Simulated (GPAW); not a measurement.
# rock-salt (TiC)₁₋ₓ(ZrC)ₓ at x = 0.875: the C K absorption edge, part 2 of 3

What does the C K edge look like in rock-salt (TiC)₁₋ₓ(ZrC)ₓ at x = 0.875?

GPAW 26.7.0; X-ray absorption from dipole matrix elements to empty bands, plane-wave PAW PBE.

So far. Step 3 (Ground state of the crystal): The mesh shows no gap, so the system is treated as a metal and the core electron is put at the Fermi level (neutral cell).

### 5. Spectrum with XCH, C atom 2

The holes are 6.6 Å apart. In GPAW the data set carries the hole's charge, so charge=0 means a charged cell and charge=-1 a neutral one. The excited electron is kept in the cell, where it fills the lowest empty states and screens the hole. After the field has converged, empty bands are computed with the density fixed and the dipole matrix elements are summed.

The absorber has 1 Ti at 2.28 Å, 4 Zr at 2.33 Å and 1 Zr at 2.37 Å (distorted octahedral).

xas.py

```python
import numpy as np
from ase import Atoms
from ase.parallel import parprint, paropen
from gpaw import GPAW, PW, FermiDirac, Mixer, MixerDif, setup_paths
from gpaw.test import gen
setup_paths.insert(0, '.')
gen('C', name='fch1s', xcname='PBE', corehole=(1, 0, 1), write_xml=True)
from gpaw.mpi import world
world.barrier()

atoms = Atoms('ZrCZrCZrCZrCZrCZrCZrCTiC',
    cell=[[0, 4.6535, 4.6535],
     [4.6535, 0, 4.6535],
     [4.6535, 4.6535, 0]],
    scaled_positions=[[0.9992792, 0.0001749, 0.0004709],
     [0.744978, 0.2545747, 0.2549752],
     [0.9993827, 0.0001056, 0.5004815],
     [0.7445851, 0.2548703, 0.7456635],
     [0.9994693, 0.5001365, 0.0004706],
     [0.7448355, 0.7455502, 0.2550724],
     [0.9993947, 0.5001315, 0.5004514],
     [0.7495101, 0.75, 0.750581],
     [0.4993762, 0.0001521, 0.0004193],
     [0.2493953, 0.250104, 0.2504492],
     [0.499318, 0.0001792, 0.5004688],
     [0.2538135, 0.2543724, 0.7461744],
     [0.4993089, 0.500149, 0.0005021],
     [0.2534681, 0.7461339, 0.2544884],
     [0.4998393, 0.4998306, 0.5007358],
     [0.2538624, 0.7456721, 0.7460438]],
    pbc=True)
atoms.calc = calc = GPAW(legacy_gpaw=True, mode=PW(500, force_complex_dtype=True), xc='PBE', setups={1: 'fch1s'},
    kpts={'size': (4, 4, 4), 'gamma': True}, occupations=FermiDirac(0.1),
    charge=-1, mixer=Mixer(0.1, 5, 50), maxiter=150,
    convergence={'density': 0.0001, 'eigenstates': 1e-6}, txt='scf.txt')
energy = atoms.get_potential_energy() + calc.get_reference_energy()
ef = calc.get_fermi_level()
out = dict(energy=energy, fermi=ef, forces=atoms.get_forces().tolist())
parprint(f'all-electron energy {energy:.4f} eV, Fermi level {ef:.4f} eV')
ev = np.array([[calc.get_eigenvalues(k, s) for k in range(len(calc.get_ibz_k_points()))] for s in range(calc.get_number_of_spins())])
out['homo'], out['lumo'], out['counts'] = ev[ev < ef].max(), ev[ev > ef].min(), sorted(set((ev < ef).sum((0, 2)).tolist()))
out['filled'] = (ev[:, 0] < ef).sum(1).tolist()

from ase.units import Ha
from gpaw.xas import dipole_matrix_elements
nb = int(calc.get_number_of_electrons() / 2) + 145
top, nb = nb, nb + 8 + nb // 12
nscf = calc.fixed_density(kpts={'size': (6, 6, 6), 'gamma': True}, nbands=nb,
    convergence={'bands': top, 'eigenstates': 5e-3}, maxiter=60, txt='nscf.txt')
cell = atoms.cell.array
ops = [cell.T @ U.T @ np.linalg.inv(cell.T) for U in nscf.wfs.kd.symmetry.op_scc]
E = np.arange(-6, 30, 0.1)
fwhm = np.interp(E, [4, 25], [0.9, 3.5])
Y, X, zero, highest = 0, 0, 1e9, 1e9
for spin in range(nscf.get_number_of_spins()):
    wfs = nscf.wfs
    mine = wfs.bd.get_slice()  # this rank's bands
    A = dipole_matrix_elements(wfs.setups[1])
    eps = np.zeros((wfs.kd.nibzkpts, nb))
    d = np.zeros((3, A.shape[1], wfs.kd.nibzkpts, nb), complex)
    for kpt in wfs.kpt_u:
        if kpt.s == spin and 1 in kpt.P_ani:
            eps[kpt.k, mine] = kpt.eps_n * Ha
            d[:, :, kpt.k, mine] = (kpt.weight * wfs.nspins / 2) ** 0.5 * np.inner(A, kpt.P_ani[1])
    world.sum(eps)
    world.sum(d)
    T = np.einsum('amkn,bmkn->abkn', d, d.conj()).real
    T = sum(np.einsum('ai,ijkn,bj->abkn', R, T, R) for R in ops) / len(ops)
    empty = eps > ef
    zero, highest = min(zero, eps[empty].min()), min(highest, eps[:, top - 1].min())
    lines = [(eps, T, empty)] if spin == 0 else lines + [(eps, T, empty)]
for eps, T, empty in lines:
    f = np.einsum('aakn->akn', T).reshape(3, -1)
    x = eps.ravel() - zero
    w = np.interp(x, E, fwhm) / 2.35482
    g = np.exp(-0.5 * ((E[:, None] - x) / w) ** 2) / (w * (2 * np.pi) ** 0.5)
    Y = Y + (f * empty.ravel()) @ g.T
    X = X + (f * ~empty.ravel()) @ g.T
out.update(E=E.round(2).tolist(), xas=Y.tolist(), xes=X.tolist(), zero=zero, valid=highest - zero, nk=len(eps), nb=nb)
for i in range(0, len(E), 10):
    parprint(f'{E[i]:7.2f}', *(f'{v:10.3e}' for v in Y[:, i]))
import json
with paropen('out.json', 'w') as f:
    json.dump(out, f)
```

On the command line:

```bash
$ OMP_NUM_THREADS=1 mpirun -n 4 gpaw python xas.py
```

Numbers of over 12 decimals in the logs are rounded to 6 here.

Output:

```text
Input parameters:
  charge: -1
  convergence: {density: 0.0001,
                eigenstates: 1e-06}
  kpts: {gamma: True,
         size: (4, 4, 4)}
  maxiter: 150
  mixer: {backend: pulay,
          beta: 0.1,
          method: separate,
          nmaxold: 5,
          weight: 50}
  mode: {ecut: 500.0,
         force_complex_dtype: True,
         name: pw}
  occupations: {fixmagmom: False,
                name: fermi-dirac,
                width: 0.1}
  setups: {1: fch1s}
  xc: PBE

Initialize ...

[... PAW data sets ...]

Reference energy: -716395.665970  # eV

Spin-paired calculation

[... convergence settings ...]
Symmetries present (total): 1
  [... symmetry matrices ...]

64 k-points: 4 x 4 x 4 Monkhorst-Pack grid + [1/8,1/8,1/8]
36 k-points in the irreducible part of the Brillouin zone
       k-points in crystal coordinates                weights
   0:     0.00000000    0.00000000    0.00000000          1/64
   1:     0.00000000    0.00000000    0.25000000          2/64
   2:     0.00000000    0.00000000    0.50000000          1/64
   3:     0.00000000    0.25000000   -0.25000000          2/64
   4:     0.00000000    0.25000000    0.00000000          2/64
   5:     0.00000000    0.25000000    0.25000000          2/64
   6:     0.00000000    0.25000000    0.50000000          2/64
   7:     0.00000000    0.50000000    0.00000000          1/64
   8:     0.00000000    0.50000000    0.25000000          2/64
   9:     0.00000000    0.50000000    0.50000000          1/64
          ...
  35:     0.50000000    0.50000000    0.50000000          1/64

Wave functions: Plane wave expansion
  Cutoff energy: 500.000 eV
  Number of coefficients (min, max): 5029, 5124
  Pulay-stress correction: 0.000000 eV/Ang^3 (de/decut=0.000000)
  Using FFTW library
  Wavefunction extrapolation:
    Improved wavefunction reuse through dual PAW basis

Occupation numbers: Fermi-Dirac:
  width: 0.1000  # eV

Eigensolver
   Davidson(niter=2)

Densities:
  Coarse grid: 35*35*35 grid
  Fine grid: 70*70*70 grid
  Total Charge: 0.000000

Density mixing:
  Method: separate
  Backend: pulay
  Linear mixing parameter: 0.1
  old densities: 5
  Width of damping distribution: 1.1
  Damping of long wavelength oscillations: 50

[... Hamiltonian set-up ...]
Number of atoms: 16
Number of atomic orbitals: 136
Number of bands in calculation: 82
Number of valence electrons: 129
Bands to converge: occupied

... initialized

Initializing position-dependent things.

Density initialized from atomic densities
Creating initial wave functions:
  82 bands from LCAO basis set

                     Zr    C
              Zr    C

               Zr    C
        Zr    C     Ti   C
             Zr    C

              Zr    C
       Zr    C

Atomic positions and initial magnetic moments

Positions:
   0 Zr     0.003005    4.652337    4.650960    ( 0.0000,  0.0000,  0.0000)
   1 C      2.371190    4.653282    4.651418    ( 0.0000,  0.0000,  0.0000)
   2 Zr     2.329482    6.979618    4.651119    ( 0.0000,  0.0000,  0.0000)
   3 C      4.655984    6.934872    4.650966    ( 0.0000,  0.0000,  0.0000)
   4 Zr     2.329575    4.653220    6.978416    ( 0.0000,  0.0000,  0.0000)
   5 C      4.656397    4.653071    6.935510    ( 0.0000,  0.0000,  0.0000)
   6 Zr     4.656213    6.979534    6.978045    ( 0.0000,  0.0000,  0.0000)
[...]
13 C      4.656396    2.363776    4.651648    ( 0.0000,  0.0000,  0.0000)
  14 Ti     4.656136    4.656176    4.651964    ( 0.0000,  0.0000,  0.0000)
  15 C      6.941700    4.653064    4.651334    ( 0.0000,  0.0000,  0.0000)

Unit cell:
           periodic     x           y           z      points  spacing
  1. axis:    yes    0.000000    4.653500    4.653500    35     0.1535
  2. axis:    yes    4.653500    0.000000    4.653500    35     0.1535
  3. axis:    yes    4.653500    4.653500    0.000000    35     0.1535

  Lengths:   6.581043   6.581043   6.581043
  Angles:   60.000000  60.000000  60.000000

Effective grid spacing dv^(1/3) = 0.1675

iter:   1  -186.951035
iter:   2  -173.213422   -0.43  -0.87
iter:   3  -162.306347   +0.10  -1.00
iter:   4  -162.066919   -1.13  -1.43
iter:   5  -162.272893   -1.81  -1.44
iter:   6  -162.187840   -1.12  -1.48
iter:   7  -162.050572   -2.28  -2.08
iter:   8  -162.066283   -2.68  -2.19
iter:   9  -162.047706c  -2.67  -2.41
iter:  10  -162.044263c  -3.44  -2.76
iter:  11  -162.040764c  -3.35  -2.86
iter:  12  -162.040536c  -4.28  -3.20
iter:  13  -162.040379c  -5.16  -3.40
iter:  14  -162.040276c  -5.03  -3.52
iter:  15  -162.040291c  -5.58  -3.76
iter:  16  -162.040264c  -5.56  -3.92
iter:  17  -162.040264c  -6.28c -4.16c

Converged after 17 iterations.

Dipole moment: (-0.469004, 0.096912, 0.292899) |e|*Ang

Energy contributions relative to reference atoms: (reference = -716395.665970)

Kinetic:       +126.271194
Potential:     -146.371314
External:        +0.000000
XC:            -144.156172
Entropy (-ST):   -0.111455
Local:           +2.271756
SIC:             +0.000000
--------------------------
Free energy:   -162.095991
Extrapolated:  -162.040264

Showing only first 2 kpts
 Kpt  Band  Eigenvalues  Occupancy
  0    62     10.46758    1.84610
  0    63     10.66926    1.22973
  0    64     11.35233    0.00344
  0    65     11.35316    0.00341

  1    62     10.07455    1.99673
  1    63     10.08228    1.99647
  1    64     10.54866    1.68415
[...]
Fermi level: 10.71604

No gap
No difference between direct/indirect transitions

Forces in eV/Ang:
  0 Zr   -0.20328    0.01084    0.00456
  1 C    -0.13979   -0.00513   -0.00357
  2 Zr   -0.00640    0.03731   -0.00119
  3 C    -0.00225    0.02911    0.00411
  4 Zr    0.00253   -0.01067    0.03238
  5 C    -0.00709   -0.00222    0.01675
  6 Zr    0.00558    0.00163    0.00953
[...]
13 C    -0.00878    0.01357   -0.00774
 14 Ti    0.31836   -0.02550   -0.00335
 15 C     0.04221   -0.00171   -0.00044
Scalar-relativistic atomic PBE calculation for C (Carbon, Z=6)
Core hole in 1s state (1s occupation: 1.0)
300 radial gridpoints.
|------------------------------------------------|
|------------------------------------------------|
[... the atom generator's iteration count ...]

Energy contributions:
-------------------------
Kinetic:      +26.485384
XC:            -3.485579
Potential:    -49.578981
-------------------------
Total:        -26.579177

state      eigenvalue         ekin         rmax
-----------------------------------------------
1s^1.0 :   -12.360196    17.354082        0.168
2s^2.0 :    -1.099219     2.380344        1.061
2p^2.0 :    -0.784094     2.185307        0.924
-----------------------------------------------
(units: Bohr and Hartree)

Generating PAW setup
Kinetic energy of the core from tauc = 17.362309
Cutoffs:
rc(s)=1.200
rc(p)=1.200
rc(d)=1.200
rc(vbar)=1.080
rc(comp)=1.200
rc(nct)=1.200

Kinetic energy of the core states: 17.354082
Charge: 1.0
Core electrons: 1.0
Valence electrons: 4.0
Pseudo-core charge: 0.009353
Shape function alpha=6.944
Pseudo-electron charge 3.959458
state    eigenvalue         norm
--------------------------------
2s(2) :    -1.099219     1.082315
*s    :    -0.099219
2p(2) :    -0.784094     0.892738
*p    :     0.215906
*d    :     0.000000
--------------------------------

Diagonalizing with gridspacing h=0.050

state   all-electron     PAW
-------------------------------
2s:      -1.099219    -1.100079
2p:      -0.784094    -0.785584
*d:                   -0.070724
*f:                   -0.014625
-------------------------------
all-electron energy -716557.7062 eV, Fermi level 10.7160 eV
[...]
27.00  2.665e-04  2.836e-04  2.836e-04
  28.00  2.493e-04  2.795e-04  2.795e-04
  29.00  2.120e-04  2.368e-04  2.368e-04
```

Elapsed: 10 min, on 4 MPI ranks of INTEL XEON PLATINUM 8581C at 2.30GHz (Emerald Rapids), shared host; peak memory 1.3 GiB; 40 min of CPU time.

The C K spectrum, C atom 2, excited-electron core hole (neutral cell) (energy from the lowest empty level; intensity scaled to a mean of 1 over the first 20 eV):

```
E (eV)  isotropic  ε ∥ x  ε ∥ y
  -2.0       0.00   0.00   0.00
  -0.5       0.10   0.07   0.11
   1.0       0.89   0.69   1.00
   2.5       1.32   1.30   1.33
   4.0       1.86   2.98   1.29
   5.5       0.75   0.63   0.80
   7.0       0.98   1.02   0.95
   8.5       1.51   1.00   1.76
  10.0       1.38   1.05   1.54
  11.5       1.18   1.40   1.07
  13.0       1.33   1.42   1.28
  14.5       0.82   0.76   0.85
  16.0       0.42   0.47   0.39
  17.5       0.34   0.36   0.33
  19.0       0.30   0.32   0.29
  20.5       0.33   0.34   0.33
  22.0       0.41   0.44   0.40
  23.5       0.64   0.68   0.62
  25.0       0.92   0.95   0.90
  26.5       1.19   1.17   1.20
  28.0       1.20   1.11   1.24
  29.5       0.90   0.85   0.92
```

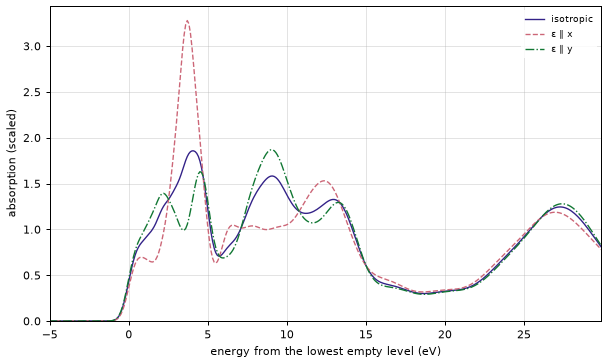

The C K edge, C atom 2, excited-electron core hole (neutral cell): main maxima at 4.1, 9.1 and 12.9 eV.

Main maxima below 24 eV (height): 4.1 eV (1.86), 9.1 eV (1.58) and 12.9 eV (1.33). A K edge sees empty p states; the first features are C p mixed into the empty d states of the Ti and Zr neighbours, and the broad ones above probably into the cations' higher empty bands.

The total-energy difference is 287.95 eV. One term is added: -6.71 eV, since the hole is spin-paired here and a spin-polarised one costs that much less in the free atom (computed apart). The photon energy is then 281.24 eV. The functional leaves an error of a few eV in such absolute values.

### 6. Cell without a hole, the energy reference

The absorbing element, whose data set is made anew, changes for the next run, so it gets a reference energy of its own.

scf.py

```python
import numpy as np
from ase import Atoms
from ase.parallel import parprint, paropen
from gpaw import GPAW, PW, FermiDirac, Mixer, MixerDif, setup_paths
from gpaw.test import gen
setup_paths.insert(0, '.')
gen('Ti', name='nch1s', xcname='PBE', corehole=(1, 0, 0), write_xml=True)
from gpaw.mpi import world
world.barrier()

atoms = Atoms('ZrCZrCZrCZrCZrCZrCZrCTiC',
    cell=[[0, 4.6535, 4.6535],
     [4.6535, 0, 4.6535],
     [4.6535, 4.6535, 0]],
    scaled_positions=[[0.9992792, 0.0001749, 0.0004709],
     [0.744978, 0.2545747, 0.2549752],
     [0.9993827, 0.0001056, 0.5004815],
     [0.7445851, 0.2548703, 0.7456635],
     [0.9994693, 0.5001365, 0.0004706],
     [0.7448355, 0.7455502, 0.2550724],
     [0.9993947, 0.5001315, 0.5004514],
     [0.7495101, 0.75, 0.750581],
     [0.4993762, 0.0001521, 0.0004193],
     [0.2493953, 0.250104, 0.2504492],
     [0.499318, 0.0001792, 0.5004688],
     [0.2538135, 0.2543724, 0.7461744],
     [0.4993089, 0.500149, 0.0005021],
     [0.2534681, 0.7461339, 0.2544884],
     [0.4998393, 0.4998306, 0.5007358],
     [0.2538624, 0.7456721, 0.7460438]],
    pbc=True)
atoms.calc = calc = GPAW(legacy_gpaw=True, mode=PW(500, force_complex_dtype=True), xc='PBE', setups={14: 'nch1s'},
    kpts={'size': (4, 4, 4), 'gamma': True}, occupations=FermiDirac(0.1),
    charge=0, mixer=Mixer(0.1, 5, 50), maxiter=150,
    convergence={'density': 0.0001, 'eigenstates': 1e-6}, txt='scf.txt')
energy = atoms.get_potential_energy() + calc.get_reference_energy()
ef = calc.get_fermi_level()
out = dict(energy=energy, fermi=ef, forces=atoms.get_forces().tolist())
parprint(f'all-electron energy {energy:.4f} eV, Fermi level {ef:.4f} eV')
ev = np.array([[calc.get_eigenvalues(k, s) for k in range(len(calc.get_ibz_k_points()))] for s in range(calc.get_number_of_spins())])
out['homo'], out['lumo'], out['counts'] = ev[ev < ef].max(), ev[ev > ef].min(), sorted(set((ev < ef).sum((0, 2)).tolist()))
out['filled'] = (ev[:, 0] < ef).sum(1).tolist()
import json
with paropen('out.json', 'w') as f:
    json.dump(out, f)
```

On the command line:

```bash
$ OMP_NUM_THREADS=1 mpirun -n 4 gpaw python scf.py
```

Output:

```text
Input parameters:
  convergence: {density: 0.0001,
                eigenstates: 1e-06}
  kpts: {gamma: True,
         size: (4, 4, 4)}
  maxiter: 150
  mixer: {backend: pulay,
          beta: 0.1,
          method: separate,
          nmaxold: 5,
          weight: 50}
  mode: {ecut: 500.0,
         force_complex_dtype: True,
         name: pw}
  occupations: {fixmagmom: False,
                name: fermi-dirac,
[...]
4s(2) :    -0.164137     0.992018
3p(6) :    -1.428160     0.433832
4p(0) :    -0.053893     0.982293
3d(2) :    -0.156485     0.588344
*d    :     0.843515
--------------------------------

Diagonalizing with gridspacing h=0.050

state   all-electron     PAW
-------------------------------
3s:      -2.301366    -2.301666
3p:      -1.428160    -1.428851
3d:      -0.156485    -0.156983
*f:                    0.063889
-------------------------------
all-electron energy -716845.6558 eV, Fermi level 10.4374 eV
[key lines of the parts left out:]
Converged after 19 iterations.
Dipole moment: (-0.389361, 0.096842, 0.292332) |e|*Ang
Free energy:   -145.657987
Fermi level: 10.43744
```

Wall time 1.9 min (4 MPI ranks); peak memory 0.43 GiB.

Reference energy: -716845.656 eV with the cores included.

(Part 2 of 3 ends here.)

[Banner, clock and machine lines of the logs are left out without a mark of their own.]

[Logs are printed without paths, hosts, clocks, repeated set-up lines and the standing remarks that a program may print on its own settings, such as how far it seeks lower states.]

[Hosts, paths, dates, database ids (printed as entryN), source tags and the programs' standing remarks are cut or masked in the printed files.]

[Lists of maxima count a maximum above −3 eV only where it reaches 4 % of the highest in the window and stands out from its surroundings by 2 % of it (1.5 % where it reaches 55 %); shoulders and weaker maxima are passed over, and of the rest the first, up to two pre-edge ones and the few strongest are named.]
